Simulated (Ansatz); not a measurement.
# SiH₅ (doublet): correlated methods under varied settings at distance H1–H2 along a hydrogen transfer = 1.078 Å

What do other methods and options give for SiH₅ (doublet) at this geometry, and how long do they take?

The runs use Ansatz 0.2.0, Gaussian basis; the settings change from run to run.

9 further runs of the same task are left out: 2 for a mislabelled method, 6 that didn't finish, 1 set aside as unsound or not needed.

## Step 1: What is computed

The geometry derives from fragments relaxed apart (PBE0/def2-TZVP) and kept rigid, so it is no stationary point. A hydrogen atom is moved between rigid fragments.

6 atoms, charge 0, spin multiplicity 2.

Atoms are counted from 1 here; the program's logs count them from 0.

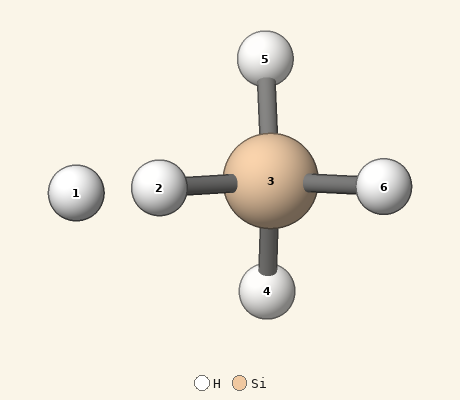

The geometry (hydrogen white, silicon light orange); atoms are numbered from 1 in the order of the file.

## Step 2: CCSD on UHF/6-31G*

File in.yaml:

```yaml
crystal:
  periodic: [false, false, false]
  atoms:
    - {symbol: H, position_ang: [-2.438641, 0.000000, -0.000002]}
    - {symbol: H, position_ang: [-1.360641, 0.000000, -0.000001]}
    - {symbol: Si, position_ang: [0.079359, 0.000000, 0.000000]}
    - {symbol: H, position_ang: [0.529333, -1.416253, 0.000001]}
    - {symbol: H, position_ang: [0.529334, 0.708126, -1.226511]}
    - {symbol: H, position_ang: [0.529332, 0.708127, 1.226511]}
basis:
  gaussian: {orbitals: "6-31G*"}
magnetization: {spin_polarized: true, initial_magnetization: 1}
correlation: {method: ccsd, electrons: outside_noble_gas, diis_vectors: 12}
```

The run is started by

```bash
ansatz run in.yaml --threads 1 --pin off --events-out ev --progress --plain --max-ram 2393MiB
```

Standard output:

```text
Functional definition: HF
  name "HF"
  cite "Fock, Z. Phys. 61, 126 (1930) doi:10.1007/BF01340294"
  parent pbe
  exchange = exact_x
  correlation = 0
325 factors; integrals over basis functions are off by at most 7.8e-4 eV
mean field evaluation 1: about -7936.2564 eV, gradient 8.1e0 eV
mean field evaluation 2: about -7936.2800 eV, gradient 8.2e0 eV
mean field evaluation 4: about -7937.2810 eV, gradient 9.9e-1 eV
mean field evaluation 8: about -7937.3054 eV, gradient 8.4e-4 eV
mean field evaluation 16: about -7937.3024 eV, gradient 3.4e-1 eV
mean field -7937.30538151 eV, -291.6905926716 hartree, gradient 2.4e-6 eV, S^2 0.761212; 0 other end points of the search recorded, 0 dependent functions left out
5 core orbitals not correlated: weight in the atoms' cores, before any rotation towards them, 1.000 or more for the frozen orbitals, at most 0.000 for the correlated occupied ones
reference -7937.30538151 eV, -291.6905926716 hartree; 5, 4 occupied and 19, 20 virtual orbitals, 325 factors
second order -2.33103769 eV of doubles, -0.00000000 eV of singles
cycle   1  -2.82765563 eV  change   -5.0e-1 eV  update   5.7e-2
cycle   2  -3.05494276 eV  change   -2.3e-1 eV  update   2.4e-2
cycle   3  -3.06519405 eV  change   -1.0e-2 eV  update   6.9e-3
cycle   4  -3.06621277 eV  change   -1.0e-3 eV  update   2.5e-3
cycle   5  -3.06674652 eV  change   -5.3e-4 eV  update   1.1e-3
cycle   6  -3.06691912 eV  change   -1.7e-4 eV  update   3.1e-4
cycle   7  -3.06708426 eV  change   -1.7e-4 eV  update   7.4e-5
cycle   8  -3.06705756 eV  change    2.7e-5 eV  update   2.6e-5
cycle   9  -3.06704277 eV  change    1.5e-5 eV  update   1.1e-5
cycle  10  -3.06704805 eV  change   -5.3e-6 eV  update   3.2e-6
Total energy: -7940.37242956 eV, -291.8033046085 hartree
```

It took 0.33 s on 1 thread of Intel Xeon Platinum 8488C, shared host.

From the report: ⟨S²⟩ of the determinant 0.761 (pure doublet: 0.75); correlation -3.0670 eV; T1 0.015; largest double amplitude 0.04.

## Step 3: MP2 on ROHF/STO-3G

Changes to in.yaml since step 2:

```diff
@@ -10,4 +10,5 @@
 basis:
-  gaussian: {orbitals: "6-31G*"}
-magnetization: {spin_polarized: true, initial_magnetization: 1}
-correlation: {method: ccsd, electrons: outside_noble_gas, diis_vectors: 12}
+  gaussian: {orbitals: STO-3G}
+magnetization: {spin_polarized: false, initial_magnetization: 1}
+hamiltonian: {pseudopotentials: {relativity: scalar}}
+correlation: {method: mp2, electrons: valence}
```

The command is unchanged.

Standard output:

```text
Functional definition: HF
  name "HF"
  cite "Fock, Z. Phys. 61, 126 (1930) doi:10.1007/BF01340294"
  parent pbe
  exchange = exact_x
  correlation = 0
154 factors; integrals over basis functions are off by at most 3.3e-5 eV
mean field evaluation 1: about -7857.9905 eV, gradient 7.8e0 eV
mean field evaluation 2: about -7858.0172 eV, gradient 7.8e0 eV
mean field evaluation 4: about -7858.7465 eV, gradient 1.2e0 eV
mean field evaluation 8: about -7858.7818 eV, gradient 1.9e-3 eV
mean field -7858.78178451 eV, -288.8049037071 hartree, gradient 4.0e-7 eV, S^2 0.750000; 0 other end points of the search recorded, 0 dependent functions left out
mean field evaluation 16: about -7858.7230 eV, gradient 3.2e0 eV
5 core orbitals not correlated: weight in the atoms' cores, before any rotation towards them, 1.000 or more for the frozen orbitals, at most 0.000 for the correlated occupied ones
reference -7858.78178451 eV, -288.8049037071 hartree; 5, 4 occupied and 4, 5 virtual orbitals, 154 factors
second order -1.29379315 eV of doubles, -0.05749297 eV of singles
Total energy: -7860.13307063 eV, -288.8545625561 hartree
Relativity: scalar
```

Wall time 0.09 s (1 thread of Intel Xeon Platinum 8488C, shared host).

## Step 4: MP2 on ROHF/6-31G

Changes to in.yaml since step 3:

```diff
@@ -10,5 +10,6 @@
 basis:
-  gaussian: {orbitals: STO-3G}
+  gaussian: {orbitals: 6-31G}
 magnetization: {spin_polarized: false, initial_magnetization: 1}
-hamiltonian: {pseudopotentials: {relativity: scalar}}
-correlation: {method: mp2, electrons: valence}
+correlation: {method: mp2, electrons: all}
+scf: {lower_state_search: off}
+output: {forces: true}
```

Launched as before.

Standard output, cut to the lines that bear on the results:

```text
Functional definition: HF
  name "HF"
  cite "Fock, Z. Phys. 61, 126 (1930) doi:10.1007/BF01340294"
  parent pbe
[...]
300 factors; integrals over basis functions are off by at most 5.5e-4 eV
[...]
mean field -7935.90495589 eV, -291.6391279795 hartree, gradient 2.8e-6 eV, S^2 0.750000; 0 other end points of the search recorded, 0 dependent functions left out
reference -7935.90495589 eV, -291.6391279795 hartree; 10, 9 occupied and 13, 14 virtual orbitals, 300 factors
second order -1.87223011 eV of doubles, -0.05779576 eV of singles
[...]
Total energy: -7937.83498176 eV, -291.7100551220 hartree
Atom 0 at    -2.438641     0.000000    -0.000002 Å, force    -1.259607     0.000000    -0.000001 eV/Å
Atom 1 at    -1.360641     0.000000    -0.000001 Å, force    -1.734208    -0.000000    -0.000001 eV/Å
Atom 2 at     0.079359     0.000000     0.000000 Å, force     2.318169    -0.000001     0.000002 eV/Å
Atom 3 at     0.529333    -1.416253     0.000001 Å, force     0.225215    -0.307869     0.000000 eV/Å
Atom 4 at     0.529334     0.708126    -1.226511 Å, force     0.225216     0.153935    -0.266624 eV/Å
Atom 5 at     0.529332     0.708127     1.226511 Å, force     0.225215     0.153935     0.266624 eV/Å
Dipole moment:     0.105057     0.000000     0.000000 e Å
Checks for a lower state left out: starts, cluster_reference, orbital_swaps, neighbouring_geometries, increment
```

It took 0.21 s on 1 thread of Intel Xeon Platinum 8488C, shared host.

## Step 5: CCSD(T) on ROHF/6-31G

Changes to in.yaml since step 4:

```diff
@@ -12,4 +12,4 @@
 magnetization: {spin_polarized: false, initial_magnetization: 1}
-correlation: {method: mp2, electrons: all}
-scf: {lower_state_search: off}
+correlation: {method: ccsd_t, electrons: all}
+scf: {omitted_lower_state_checks: [cluster_reference]}
 output: {forces: true}
```

Launched as before.

Standard output, cut to the lines that bear on the results:

```text
Functional definition: HF
  name "HF"
  cite "Fock, Z. Phys. 61, 126 (1930) doi:10.1007/BF01340294"
  parent pbe
[...]
300 factors; integrals over basis functions are off by at most 5.5e-4 eV
[...]
mean field -7935.90495589 eV, -291.6391279795 hartree, gradient 2.8e-6 eV, S^2 0.750000; 0 other end points of the search recorded, 0 dependent functions left out
reference -7935.90495589 eV, -291.6391279795 hartree; 10, 9 occupied and 13, 14 virtual orbitals, 300 factors
second order -1.87223011 eV of doubles, -0.05779576 eV of singles
cycle   1  -2.38104458 eV  change   -4.5e-1 eV  update   5.6e-2
[...]
cycle  11  -2.61909018 eV  change   -2.1e-6 eV  update   2.0e-6
perturbative correction -0.02989854 eV, -0.0010987512 hartree
[...]
Total energy: -7938.55394461 eV, -291.7364765194 hartree
Atom 0 at    -2.438641     0.000000    -0.000002 Å, force    -1.146451     0.000000    -0.000001 eV/Å
Atom 1 at    -1.360641     0.000000    -0.000001 Å, force    -2.132791    -0.000000    -0.000002 eV/Å
Atom 2 at     0.079359     0.000000     0.000000 Å, force     2.478107    -0.000001     0.000002 eV/Å
Atom 3 at     0.529333    -1.416253     0.000001 Å, force     0.267045    -0.477173     0.000000 eV/Å
Atom 4 at     0.529334     0.708126    -1.226511 Å, force     0.267046     0.238587    -0.413245 eV/Å
Atom 5 at     0.529332     0.708127     1.226511 Å, force     0.267045     0.238587     0.413245 eV/Å
Dipole moment:     0.095675     0.000000     0.000000 e Å
Checks for a lower state left out: cluster_reference
```

Run time: 0.93 s. Hardware: 1 thread of Intel Xeon Platinum 8488C, shared host.

From the report: correlation -2.6490 eV; T1 0.014; largest double amplitude 0.05.

## Step 6: All runs side by side

| level | correlated | functions | energy (eV) | time |
| --- | --- | --- | --- | --- |
| CCSD on UHF/6-31G* | outside noble gas | 29 | -7940.3724 | 0.33 s |
| MP2 on ROHF/STO-3G (relativity set) | valence | 14 | -7860.1331 | 0.09 s |
| MP2 on ROHF/6-31G | all | 23 | -7937.8350 | 0.21 s |
| CCSD(T) on ROHF/6-31G | all | 23 | -7938.5539 | 0.93 s |

## Step 7: Summary of results

| quantity | value |
| --- | --- |
| runs | 4 |
| quickest | MP2 on ROHF/STO-3G (relativity set), 0.09 s |
| slowest | CCSD(T) on ROHF/6-31G, 0.93 s |

What this shows: Total energies in different bases, with other cores or another treatment of relativity can't be set against each other. CCSD(T) on ROHF/6-31G took 10 times as long as MP2 on ROHF/STO-3G (relativity set); the jobs differ in more than the method.
